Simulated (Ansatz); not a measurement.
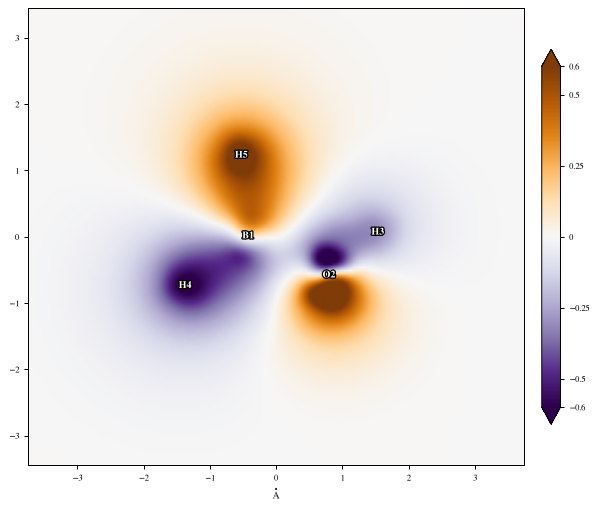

*BH₃O. The HOMO on the molecular plane (values in Å⁻³ᐟ²; the overall sign is arbitrary).*

The calculation used RKS PBE-D4/def2-SVP (Ansatz 0.2.0).

```yaml
atoms:
  - { symbol: B, position_ang: [0.3671, -0.0160, 0.0753] }
  - { symbol: O, position_ang: [0.5830, -0.1151, 1.4099] }
  - { symbol: H, position_ang: [-0.2449, -0.2084, 1.9156] }
  - { symbol: H, position_ang: [1.3579, 0.1029, -0.6205] }
  - { symbol: H, position_ang: [-0.7656, -0.0447, -0.3837] }
```

What is the character of this orbital?

It lies mainly on B1 (about 30 %), O2 (about 25 %), H5 (about 25 %) and H4 (about 20 %); it is symmetric in the molecular plane (an in-plane orbital: σ, lone-pair or in-plane π type). Its energy is −7.19 eV.
